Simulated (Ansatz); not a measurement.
## Si2H8O2: nudged elastic band (part 2 of 2)

Continued. System: Si2H8O2. Method: RKS PBE0-D4/def2-SVP (Ansatz 0.2.0). The run did not end well. It belongs to a series of runs on one base structure; here: band between the two ends.

Geometry of the input (Å):
```
Si -0.3752  -0.6274  2.0086
H  0.1814  0.5962  2.6754
H  0.7578  -1.2589  1.2508
H  -0.8383  -1.5769  3.0593
O  -1.6680  -0.2922  1.0289
H  -0.1314  1.9967  -0.8402
O  -0.3212  1.0596  -0.9561
Si 0.7352  0.1644  -1.9165
H  -1.4174  0.2471  0.2584
H  2.1285  0.2432  -1.3843
H  0.2236  -1.2290  -1.8645
H  0.7249  0.6770  -3.3199
```

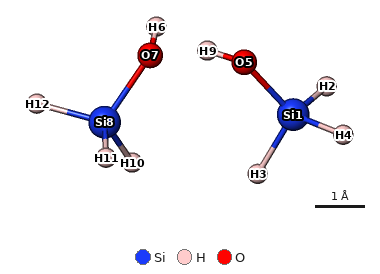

Fig. 1: The input geometry (ball-and-stick view, seen at a tilt; atoms are numbered from 1 in the order of the input).

```
Unfinished report: {"positions_ang":[[-0.455139013287851,-0.12960439354109965,1.3116333021834763],[1.1435521832704667,-0.22083622843065803,1.964306321008489],[-0.8026433372594093,-1.3859967793939738,2.042195756224073],[-0.619759995505966,1.1987646385897248,1.9567424604988974],[-1.7239058794364914,-0.016902733725897626,0.1702586444218118],[1.420776137836855,-0.18442344603099545,0.8044247642517195],[0.7847924816642529,-0.21972432396024424,-0.08616424425499077],[0.6017424299151272,0.3490492397224856,-1.6891472181881506],[-2.101286186221989,-0.859493494527666,-0.0993957310809635],[0.06575520498910536,1.7340764389932153,-1.6807516771497413],[1.9710782415124883,0.3268116994979178,-2.2744517350369797],[-0.28506226747658775,-0.5918206171928088,-2.419750652877643]],"unchecked":["starts","cluster_reference","orbital_swaps","neighbouring_geometries","increment"],"mean_field":{"relativity":"none","state":{"energy":{"ev":-19960.258333223832,"hartree":-733.5259641969449},"converged":true,"gradient_ev":0.00003942714707984967,"stability":{"kind":"minimum","curvature_ev":46.09900395031762},"curvature_floor_ev":0.00030000000000000003,"spin_squared":7.105427357601002e-15},"others":[],"fillings":{"estimated":0,"unestimated":0,"tried":0,"untried":0,"excluded_magnetic_sites":0},"n_dropped_functions":0,"n_trapped_functions":0,"passes":{"evaluations":2,"products":16},"factors":{"origin":"Cholesky decomposition","count":1072,"bound_ev":0.0016454947735082838},"gradient_stop_ev":0.00009,"reference_kind":"stationary","functional":{"name":"PBE0","citations":["Adamo & Barone, J. Chem. Phys. 110, 6158 (1999) doi:10.1063/1.478522","Perdew, Burke & Ernzerhof, Phys. Rev. Lett. 77, 3865 (1996) doi:10.1103/PhysRevLett.77.3865"],"text":"name \"PBE0\"\ncite \"Adamo & Barone, J. Chem. Phys. 110, 6158 (1999) doi:10.1063/1.478522\"\ncite \"Perdew, Burke & Ernzerhof, Phys. Rev. Lett. 77, 3865 (1996) doi:10.1103/PhysRevLett.77.3865\"\nparent pbe\nparameter a = 0.25\nparameter kappa = 0.804\nparameter beta = 0.06672455060314922\nexchange = (1 - a)*pbe_x(kappa = kappa, mu = beta*pi^2/3) + a*exact_x\ncorrelation = pbe_c(beta = beta)\n","parameters":{"a":{"value":0.25,"default":0.25},"beta":{"value":0.06672455060314922,"default":0.06672455060314922},"kappa":{"value":0.804,"default":0.804}},"final_grid":{"core_spheres":13.0,"valence_spheres":11.0,"degree":36.0},"final_grid_parameter_source":"default","radial_points_factor":1.0,"radial_grid_error_ev":3.235511906987185e-7,"grid_sensitivity":"normal","grid_sensitivity_ratio":0.001870803151768979},"unsmoothed_excess_ev":-0.000029671939320413807,"symmetry":{"irreps":["A"],"axes":[[0.9920458070031355,-0.11966380833100738,0.03906007915017117],[0.1218461105093002,0.9907747868857941,-0.05931987040751905],[-0.031601299993087535,0.06360734743038242,0.9974745426283407]],"occupied":[{"A":26},{"A":26}]},"held":{"pivots":1069,"left_out":0,"joined":3},"density_repulsion":{"missed_ev":0.000019579649987619948,"excess_ev":0.0,"most_excess_ev":0.0001404,"are_drawn_again":false,"n_first_factors":1072,"energy_change_ev":0.0,"n_dropped_ends":0}},"factors":{"origin":"Cholesky decomposition","count":1072,"bound_ev":0.0016454947735082838},"n_frozen":0,"n_occupied":[26,26],"n_virtual":[78,78],"reference":{"ev":-19960.258333223832,"hartree":-733.5259641969449},"dispersion":{"energy":{"ev":-0.21061696653923337,"hartree":-0.0077400307590094345},"switches_in_reach":[]},"total":{"ev":-19960.46895019037,"hartree":-733.5337042277039},"forces_ev_per_angstrom":[[0.002853818689224876,0.0004496133978669943,-0.00010471636231653911],[-0.0011803725343441235,-0.0013495213570053986,0.0070894424728444785],[0.0005700051961144817,-0.00024246858700023122,-0.00001842052838480499],[-0.00018728502676551334,0.000016534820790338163,0.0009770542969302644],[0.0014688983410190183,-0.0006179038065667631,-0.00126287022284282],[-0.0015595927391276565,-0.002347426106986047,-0.0003302430631661938],[0.001122584075384742,0.006909649815919421,-0.005864518111846544],[-0.0016028959745935066,-0.002522760059881857,0.0008416193210776003],[-0.0010482481925673005,0.0005968433514260631,-0.00019042373509248634],[-0.00035294128493451875,-0.0005697179492351157,-0.00039241704931832107],[0.00026619318112730106,0.0000181375956198824,-0.00044028542430552724],[-0.0003501637330212703,-0.0003409811108977521,-0.00030422159877680583]],"charge_distribution":{"dipole_moment_e_ang":[0.14049401021610022,-0.17064308020676083,-0.42564469743594063],"mulliken_charges_e":[0.635517155543889,-0.2729128024011027,-0.09561509701230775,-0.07440007302976936,-0.455671726240654,0.24929116172963628,-0.5202781686548565,0.5644981933671733,0.18361562827747502,-0.05833953944872228,-0.07810034897347506,-0.07760438315730323],"lowdin_charges_e":[0.211672043373893,-0.11933502558760001,-0.0951786381712243,-0.09014260364287296,-0.007286999530204952,-0.011250801365056518,0.01653546560100061,0.36401389791323524,-0.027530084834912483,-0.07522970519869432,-0.08354768676690494,-0.08271986179067858]},"n_threads":2,"memory_gib":2.556818182580173,"seconds":{"hamiltonian":2.170135929,"orbitals":0.0,"second_order":0.0,"solver_start":0.0,"cycles":0.0,"cycle":0.0,"perturbative":0.0,"full_ci_increment":0.0,"forces":0.0}}
this run last wrote the band of iteration 51 to [file]; this run last wrote the band within `neb.f_tol` of iteration 18 to [file]
Error: NEB band did not converge after 51 iterations: max|band force component| = 1.97e-1 eV/Å (threshold 5.0e-2), which iteration 18 met ahead of a move of the climbing image (`neb.f_tol`); raise `neb.max_iterations` in a new run, which can start from the last band evaluated (`neb.initial_path`, with `crystal.atoms` and `neb.final_atoms` set to its first and last images), add images, or start from endpoints closer to local minima. Where this run's directory can be resumed (`checkpoint.write`), a resume goes on for up to `neb.max_iterations` more; to start a new run from the last band, take its images' positions from the `neb_iteration` event of iteration 51 (`data.images[].positions_ang`), in the event stream of the run that computed that iteration (not this run's, if it was resumed behind it). With `checkpoint.write`, `steps/00-neb/state/checkpoint.json` in the run directory holds the last saved band, under `neb.evaluated.images[].positions_ang` (a band under a hybrid functional on support functions is neither saved nor resumed: `neb.initial_path` says where its path is): check the last entry of `neb.iterations` there, which is earlier than 51 if that iteration was not saved or its write failed. If the band's step has no `state` directory and holds `state.next`, a write was cut short, and the file is under `state.next` instead (behind a loss of power it can be under `state.prev`)
this run wrote the band of iteration 51 to [file] as well, whether or not its events were kept: a new run's `neb.initial_path` can list its `images[].positions_ang`
a run's events are kept only if it was started with --events-out <file>, and are in that file
```

**The last band as extended XYZ (Å, eV, eV/Å)**
```
12
Properties=species:S:1:pos:R:3:forces:R:3 image=0 energy=-19961.90691
Si   -0.3752   -0.6274    2.0086   -0.0112  -0.0015  -0.0020
H     0.1814    0.5962    2.6754   -0.0006  -0.0019  -0.0010
H     0.7578   -1.2589    1.2508   -0.0008  -0.0007   0.0013
H    -0.8383   -1.5769    3.0593    0.0032   0.0065  -0.0032
O    -1.6680   -0.2922    1.0289    0.0171   0.0021  -0.0011
H    -0.1314    1.9967   -0.8402   -0.0126  -0.0240  -0.0001
O    -0.3212    1.0596   -0.9561    0.0153   0.0288   0.0007
Si    0.7352    0.1644   -1.9165   -0.0011  -0.0136  -0.0031
H    -1.4174    0.2471    0.2584   -0.0058  -0.0042   0.0043
H     2.1285    0.2432   -1.3843   -0.0107  -0.0006  -0.0040
H     0.2236   -1.2290   -1.8645    0.0048   0.0109  -0.0037
H     0.7249    0.6770   -3.3199    0.0025  -0.0019   0.0120
12
Properties=species:S:1:pos:R:3:forces:R:3 image=1 energy=-19961.90174
Si   -0.5954   -0.8091    2.1009    0.0137   0.0102  -0.0066
H    -0.0114    0.1493    3.0952   -0.0094   0.0016   0.0071
H     0.5359   -1.6567    1.5982   -0.0047  -0.0085  -0.0011
H    -1.5794   -1.6862    2.7960    0.0027  -0.0001  -0.0019
O    -1.4003   -0.0410    0.8734   -0.0004  -0.0016   0.0028
H     0.1629    2.2246   -1.0448    0.0005  -0.0033  -0.0022
O     0.3052    1.3083   -0.7863    0.0024   0.0031   0.0033
Si    0.7582    0.2217   -1.9935   -0.0104  -0.0010  -0.0005
H    -0.8628    0.5742    0.3419   -0.0004  -0.0016  -0.0004
H     1.9331    0.7606   -2.7420    0.0012  -0.0029   0.0024
H     1.1138   -1.0338   -1.2856    0.0055   0.0015   0.0001
H    -0.3598   -0.0120   -2.9536   -0.0006   0.0026  -0.0031
12
Properties=species:S:1:pos:R:3:forces:R:3 image=2 energy=-19961.89650
Si   -0.8050   -0.7176    2.1299   -0.0158  -0.0009   0.0043
H     0.4192   -0.0807    2.7232    0.0037  -0.0057  -0.0059
H    -0.3626   -1.9954    1.4807    0.0090   0.0044  -0.0043
H    -1.7483   -1.0480    3.2348   -0.0017  -0.0007   0.0013
O    -1.5956    0.2945    1.0854    0.0070  -0.0033  -0.0002
H     1.0314    1.5173   -0.2715   -0.0045   0.0046   0.0034
O     0.4094    0.9152   -0.6931    0.0079   0.0021  -0.0054
Si    0.8399    0.2723   -2.1885   -0.0051   0.0018   0.0022
H    -1.0327    0.5985    0.3517   -0.0017   0.0050   0.0006
H     1.0207    1.3607   -3.1948    0.0031  -0.0026  -0.0027
H     2.1112   -0.5033   -2.0833   -0.0006  -0.0016   0.0006
H    -0.2878   -0.6135   -2.5746   -0.0012  -0.0032   0.0061
12
Properties=species:S:1:pos:R:3:forces:R:3 image=3 energy=-19961.86338
Si   -0.9275   -0.5123    2.3598   -0.0122  -0.0028   0.0047
H     0.4284    0.0803    2.6324   -0.0021  -0.0025   0.0035
H    -0.7866   -1.9976    2.4973    0.0045  -0.0023  -0.0028
H    -1.8796   -0.0290    3.3987   -0.0003   0.0012   0.0032
O    -1.4989   -0.0419    0.8805    0.0123  -0.0028   0.0060
H     1.4037    0.3091   -0.1856    0.0005   0.0027  -0.0023
O     0.7056    0.0120   -0.7793   -0.0030   0.0036  -0.0011
Si    0.8288    0.4712   -2.3942    0.0064   0.0030   0.0010
H    -0.8289   -0.0704    0.1739   -0.0047   0.0063  -0.0044
H     0.8143    1.9582   -2.5293   -0.0025   0.0014  -0.0052
H     2.0942   -0.0515   -2.9898   -0.0002  -0.0072  -0.0023
H    -0.3536   -0.1280   -3.0645    0.0013  -0.0006  -0.0006
12
Properties=species:S:1:pos:R:3:forces:R:3 image=4 energy=-19961.83803
Si   -0.7687   -0.1474    2.0582   -0.0024  -0.0063   0.0160
H     0.7020    0.1159    1.8627   -0.0165   0.0204  -0.0020
H    -0.8703   -1.3386    2.9564   -0.0162   0.0115   0.0370
H    -1.3725    1.0372    2.7261   -0.0302  -0.0040   0.0254
O    -1.5219   -0.3814    0.5994    0.0043  -0.0120   0.0109
H     1.3827   -0.6021   -0.1385   -0.0047  -0.0162  -0.0332
O     0.7746   -0.7541   -0.8719    0.0029  -0.0271  -0.0239
Si    0.6815    0.4662   -2.0270    0.0030   0.0032  -0.0129
H    -0.9347   -0.8026   -0.0504    0.0408   0.0078   0.0105
H     0.3202    1.7772   -1.4111    0.0194  -0.0002   0.0051
H     1.9866    0.6097   -2.7381    0.0003   0.0065  -0.0141
H    -0.3799    0.0199   -2.9657   -0.0007   0.0164  -0.0189
12
Properties=species:S:1:pos:R:3:forces:R:3 image=5 energy=-19960.46892
Si   -0.4551   -0.1296    1.3116    0.0029   0.0004  -0.0001
H     1.1436   -0.2208    1.9643   -0.0012  -0.0014   0.0071
H    -0.8026   -1.3860    2.0422    0.0006  -0.0002   0.0000
H    -0.6198    1.1988    1.9567   -0.0002   0.0000   0.0010
O    -1.7239   -0.0169    0.1703    0.0015  -0.0006  -0.0013
H     1.4208   -0.1844    0.8044   -0.0016  -0.0023  -0.0003
O     0.7848   -0.2197   -0.0862    0.0011   0.0069  -0.0059
Si    0.6017    0.3490   -1.6891   -0.0016  -0.0025   0.0008
H    -2.1013   -0.8595   -0.0994   -0.0010   0.0006  -0.0002
H     0.0658    1.7341   -1.6808   -0.0004  -0.0006  -0.0004
H     1.9711    0.3268   -2.2745    0.0003   0.0000  -0.0004
H    -0.2851   -0.5918   -2.4198   -0.0003  -0.0003  -0.0003
12
Properties=species:S:1:pos:R:3:forces:R:3 image=6 energy=-19962.55722
Si   -0.8696   -0.1867    0.9652   -0.0016   0.0077  -0.0047
H     2.2740    0.3344    2.3403    0.0220   0.0049   0.0077
H    -0.5613   -1.3091    1.8939    0.0028   0.0011  -0.0032
H    -0.9246    1.1246    1.6575   -0.0026  -0.0012  -0.0039
O    -2.3560   -0.3740    0.2532   -0.0056  -0.0085   0.0044
H     2.0776    0.1995    1.6172    0.0089   0.0023   0.0122
O     0.3308   -0.1784   -0.1807   -0.0174  -0.0101  -0.0046
Si    0.5835    0.3037   -1.7518   -0.0012  -0.0056  -0.0018
H    -2.5587   -1.2388   -0.1148   -0.0131  -0.0006  -0.0028
H     0.1147    1.7068   -1.9585    0.0081   0.0028  -0.0008
H     2.0436    0.2136   -2.0322   -0.0003   0.0063   0.0042
H    -0.1540   -0.5958   -2.6894   -0.0001   0.0009  -0.0067
12
Properties=species:S:1:pos:R:3:forces:R:3 image=7 energy=-19962.55947
Si   -1.0291   -0.5243    0.9853   -0.0064  -0.0011  -0.0008
H     2.5807    1.3422    1.5566    0.0026  -0.0071   0.0022
H    -0.6416   -1.6665    1.8594    0.0000   0.0019   0.0007
H    -1.1554    0.7489    1.7387    0.0008   0.0013  -0.0005
O    -2.5129   -0.7695    0.2913   -0.0128   0.0091  -0.0048
H     2.1054    0.8039    1.3048   -0.0010   0.0005  -0.0011
O     0.1664   -0.3948   -0.1519    0.0193  -0.0087   0.0034
Si    0.6712    0.3546   -1.5446   -0.0125   0.0061  -0.0062
H    -2.6714   -1.6152   -0.1375    0.0103  -0.0022   0.0044
H     0.8157    1.8251   -1.3264   -0.0039   0.0010   0.0001
H     1.9868   -0.2259   -1.9343    0.0034   0.0053   0.0029
H    -0.3159    0.1215   -2.6415    0.0002  -0.0061  -0.0005
12
Properties=species:S:1:pos:R:3:forces:R:3 image=8 energy=-19962.55598
Si   -0.9552   -0.4961    0.9866   -0.0091  -0.0045  -0.0223
H     2.4540    1.3834    1.8408    0.0000   0.0000  -0.0003
H    -0.3444   -1.4016    1.9993   -0.0006   0.0031   0.0016
H    -1.4203    0.7841    1.5769   -0.0028  -0.0004  -0.0041
O    -2.3001   -1.1771    0.2980   -0.0081   0.0017   0.0131
H     2.0213    0.9867    1.3559    0.0001  -0.0034   0.0032
O     0.2225   -0.2090   -0.1417    0.0192  -0.0006   0.0155
Si    0.5581    0.4161   -1.6432   -0.0126   0.0054  -0.0039
H    -2.2386   -2.0934    0.0140    0.0102  -0.0010   0.0002
H     1.6277    1.4459   -1.5077    0.0065  -0.0043  -0.0024
H     1.0339   -0.6801   -2.5363    0.0010  -0.0008  -0.0013
H    -0.6591    1.0410   -2.2426   -0.0038   0.0049   0.0008
12
Properties=species:S:1:pos:R:3:forces:R:3 image=9 energy=-19962.56216
Si   -1.1403   -0.2558    0.9160   -0.0235   0.0098   0.0117
H     2.7904    0.6513    1.8206   -0.0060  -0.0326  -0.0149
H    -0.4654   -0.4528    2.2292   -0.0021  -0.0018  -0.0047
H    -2.1044    0.8737    0.9348   -0.0047  -0.0040  -0.0023
O    -2.0345   -1.5843    0.4917    0.0317   0.0091  -0.0154
H     2.2597    0.3098    1.3935   -0.0062   0.0380   0.0035
O     0.0707    0.0503   -0.1705    0.0435  -0.0302   0.0325
Si    0.4570    0.5925   -1.6904   -0.0258  -0.0182  -0.0201
H    -1.5969   -2.4397    0.5326   -0.0068   0.0015   0.0045
H     1.5861    1.5538   -1.5945    0.0175   0.1186   0.0469
H     0.9081   -0.5415   -2.5403   -0.0359  -0.1195  -0.0390
H    -0.7306    1.2425   -2.3228    0.0185   0.0293  -0.0027
12
Properties=species:S:1:pos:R:3:forces:R:3 image=10 energy=-19962.55635
Si   -0.9657   -0.3548    0.9986   -0.0116  -0.0100  -0.0225
H     2.5810    1.1010    1.7670   -0.0224  -0.0238  -0.0237
H    -0.3571   -1.1622    2.0918   -0.0009   0.0006   0.0023
H    -1.3437    1.0111    1.4420    0.0000   0.0004   0.0012
O    -2.3724   -1.0393    0.4519    0.0190   0.0016   0.0052
H     2.1257    0.6949    1.3098    0.0245   0.0216   0.0221
O     0.1802   -0.2752   -0.1961   -0.0078  -0.0019   0.0136
Si    0.5398    0.3603   -1.6884    0.0007   0.0063  -0.0054
H    -2.3518   -1.9772    0.2406    0.0001   0.0087   0.0033
H     1.1297    1.7231   -1.5327   -0.0019  -0.0036   0.0000
H     1.5265   -0.5355   -2.3560   -0.0011   0.0043   0.0036
H    -0.6922    0.4538   -2.5287    0.0014  -0.0042   0.0003
```

**Outcome**

| quantity | value |
| --- | --- |
| outcome | not converged |
| barrier, forward (band not converged) | 1.438 eV |
| barrier, backward | 2.087 eV |
| hardware | 2 threads of Intel Xeon @ 2.50GHz (Skylake/Cascade Lake), 16 GiB of memory available, shared host |
| wall time | 18 min (CPU time 35 min) |
| peak memory | 0.27 GiB |

**Diagnosis**

The run did not converge: “NEB band did not converge after 51 iterations: max|band force component| = 1.97e-1 eV/Å (threshold 5.0e-2), which iteration 18 met ahead of a move of the climbing image (`neb.f_tol`) …” Its last values are not results.
